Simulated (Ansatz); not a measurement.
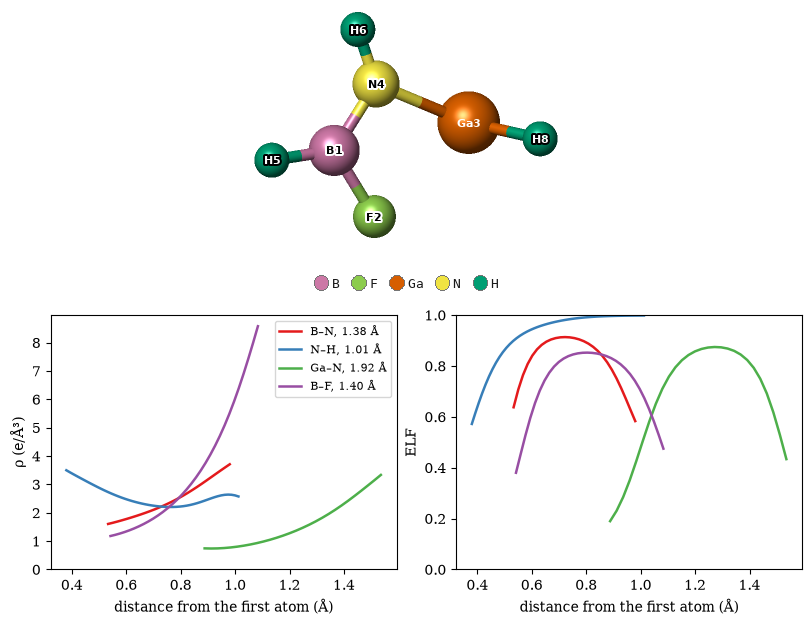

The picture shows: BFGaH4N. Total electron density and electron localisation function along straight lines between neighbouring atoms. The curves leave out the atomic cores. The structure is drawn too.

Geometry: B3LYP-D3(BJ)/def2-SVP.

Level of theory: Ansatz, isolated molecule in a Gaussian basis; Kohn-Sham density functional theory, functional PBE0.

Input

```
crystal:
  periodic: [false, false, false]
  atoms:
    - {symbol: B, position_ang: [-0.592143, -0.370107, -0.542631]}
    - {symbol: F, position_ang: [-0.238178, -1.341567, -1.483770]}
    - {symbol: Ga, position_ang: [1.889140, -1.166885, -0.421890]}
    - {symbol: "N", position_ang: [0.482555, -0.049237, 0.253741]}
    - {symbol: H, position_ang: [-1.724829, 0.029622, -0.557543]}
    - {symbol: H, position_ang: [0.450986, 0.631637, 1.001855]}
    - {symbol: H, position_ang: [2.811288, -0.546622, -1.525106]}
    - {symbol: H, position_ang: [2.078757, -2.556475, 0.274730]}
basis:
  gaussian:
    orbitals: def2-TZVPD
hamiltonian:
  xc: pbe0
output: {forces: true, orbitals: {seedname: orbitals}}
```

Command:

```sh
ansatz run input.yaml --threads 2 --pin off --max-ram 4350MiB --events-out events.jsonl --progress --plain --runs-dir runs
```

Question: What can be read from the curves?

Answer: B–N (1.38 Å): ρ is about 2.1 e/Å³ halfway; the ELF peaks at about 0.90 between the atoms (a short, strongly polar bond).
N–H (1.01 Å): ρ is about 2.9 e/Å³ halfway; the ELF climbs to about 1 towards the hydrogen, as it does in any bond to H: an ordinary covalent bond to hydrogen.
Ga–N (1.92 Å): the density is about 0.76 e/Å³ at the midpoint; the ELF peaks at about 0.85 in the valence shell of N, 0.6 Å from its nucleus, and is about 0.35 at the midpoint.
B–F (1.40 Å): ρ at the midpoint is about 1.8 e/Å³; the ELF peaks at about 0.85 between the atoms: a polar covalent bond.
